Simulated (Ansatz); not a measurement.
Consider ClFSi···HCl.

Input

```
crystal:
  periodic: [false, false, false]
  atoms:
    - {symbol: Si, position_ang: [1.167989, 0.462677, 0.657827]}
    - {symbol: F, position_ang: [1.136052, 0.369722, -0.954485]}
    - {symbol: H, position_ang: [-1.023492, -1.210020, -0.933417]}
    - {symbol: Cl, position_ang: [-0.214439, 2.002557, 0.950614]}
    - {symbol: Cl, position_ang: [-1.066009, -1.624937, 0.279461]}
basis:
  gaussian: {orbitals: def2-TZVPP}
hamiltonian: {xc: pbe0, dispersion: d4}
output: {orbitals: {seedname: orbitals}}
```

Run with:

```sh
ansatz run in.yaml --threads 2 --pin off --events-out ev --progress --plain --max-ram 4352MiB
```

The reactant side of a reaction path; geometry: PBE0-D4/def2-TZVP.

Level of theory: RKS PBE0-D4/def2-TZVPP (Ansatz 0.2.0).

> What can the converged electron density and electron localisation function tell about the bonding?

Si–F (1.62 Å): ρ at the midpoint is about 1.1 e/Å³; the ELF peaks at about 0.85 in the valence shell of F, 0.6 Å from its nucleus, and is about 0.40 at the midpoint.
Si–Cl (2.09 Å): the density is about 0.85 e/Å³ at the midpoint; the ELF peaks at about 0.85 between the atoms: a polar covalent bond.

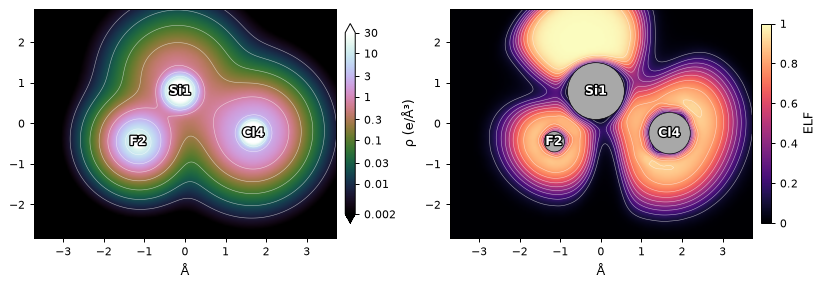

Computed electron density and electron localisation function on the plane of atoms F2, Si1 and Cl4, in this order. Grey discs cover the atomic cores in the ELF map. 
